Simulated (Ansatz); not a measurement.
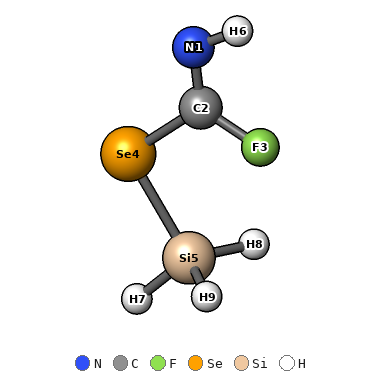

The system is CH₄FNSeSi, SMILES N=C(F)[Se][SiH3]; the picture shows the reference structure. Coordinates scanned: (1) dihedral H6–N1–C2–Se4; (2) dihedral N1–C2–Se4–Si5. Nothing is relaxed (all other coordinates rigid). The scan uses a 9 × 9 grid. Energies are in kcal/mol, from the relaxed molecule at the same level. Energies and slopes of some neighbouring points disagree (a jump in structure or state, or too coarse a mesh). The dihedral twists a double bond; near 90° a spin-restricted reference is unreliable. Level of theory: Ansatz 0.2.0, RKS B3LYP-D4/def2-SVP.

Its coordinates:

```yaml
atoms:
  - { symbol: N, position_ang: [2.6664, -0.0065, -0.3459] }
  - { symbol: C, position_ang: [1.4408, -0.0376, -0.1140] }
  - { symbol: F, position_ang: [0.8994, -0.5056, 1.0426] }
  - { symbol: Se, position_ang: [0.1228, 0.5753, -1.3642] }
  - { symbol: Si, position_ang: [-1.7564, 0.1300, -0.0845] }
  - { symbol: H, position_ang: [3.2196, -0.3740, 0.4346] }
  - { symbol: H, position_ang: [-2.8669, 0.5749, -0.9709] }
  - { symbol: H, position_ang: [-1.8820, -1.3215, 0.2098] }
  - { symbol: H, position_ang: [-1.7552, 0.9187, 1.1753] }
```

Range: dihedral H6–N1–C2–Se4 from −180 to 140°; dihedral N1–C2–Se4–Si5 from −180 to 140°.

Question: Predict the map.

Answer: The lowest grid point is at dihedral H6–N1–C2–Se4 = −180°, dihedral N1–C2–Se4–Si5 = 20°, −0.5 kcal/mol from the relaxed molecule at the same level. Other grid points that lie below all their neighbours: dihedral H6–N1–C2–Se4 = −180°, dihedral N1–C2–Se4–Si5 = −180° (0.5 kcal/mol higher); dihedral H6–N1–C2–Se4 = 20°, dihedral N1–C2–Se4–Si5 = −180° (4.8 kcal/mol higher); dihedral H6–N1–C2–Se4 = 20°, dihedral N1–C2–Se4–Si5 = 20° (8.3 kcal/mol higher). The highest grid point, dihedral H6–N1–C2–Se4 = −100°, dihedral N1–C2–Se4–Si5 = 100°, lies 39.4 kcal/mol above the lowest.

```csv
"dihedral N1–C2–Se4–Si5 ↓, dihedral H6–N1–C2–Se4 →",−180,−140,−100,−60,−20,20,60,100,140
140,1.9,14.4,32.8,23.0,5.3,6.8,25.7,30.8,11.0
100,4.7,17.6,38.8,28.5,8.6,9.3,29.6,36.9,15.4
60,3.6,14.3,35.9,29.9,9.9,8.3,26.7,35.7,15.6
20,−0.5,9.2,28.5,25.2,10.2,7.8,22.7,28.7,10.4
−20,−0.5,10.4,28.7,22.7,7.8,10.2,25.2,28.5,9.2
−60,3.6,15.6,35.7,26.7,8.3,9.9,29.9,35.9,14.3
−100,4.7,15.4,36.9,29.6,9.3,8.6,28.5,38.8,17.6
−140,1.9,11.0,30.7,25.7,6.8,5.3,23.0,32.8,14.4
−180,0.0,10.0,27.6,21.2,4.3,4.3,21.2,27.6,10.0
```

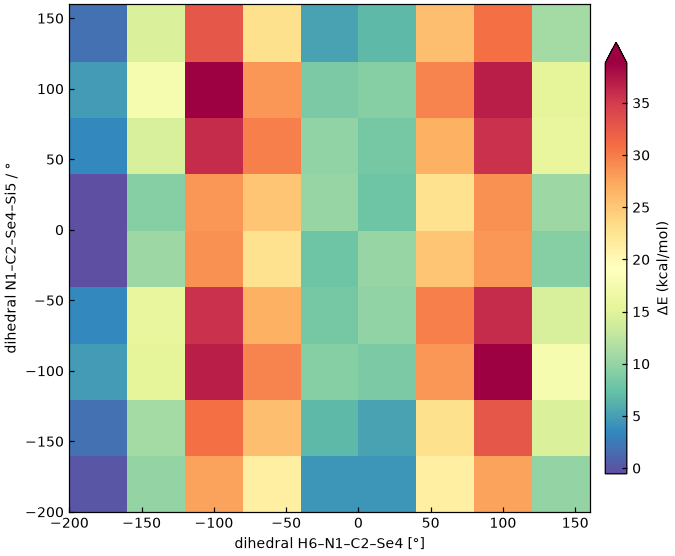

The picture shows one coloured cell a grid point, one colour for all values above the top of the scale.

Each point was launched as `ansatz run input.yaml --threads 1 --pin off --max-ram 2560MiB --backend cpu --events-out ev --progress --plain --runs-dir out`. Time for the 81 points that were run: 11 min on 1 thread of Arm Neoverse V1, on a shared host.
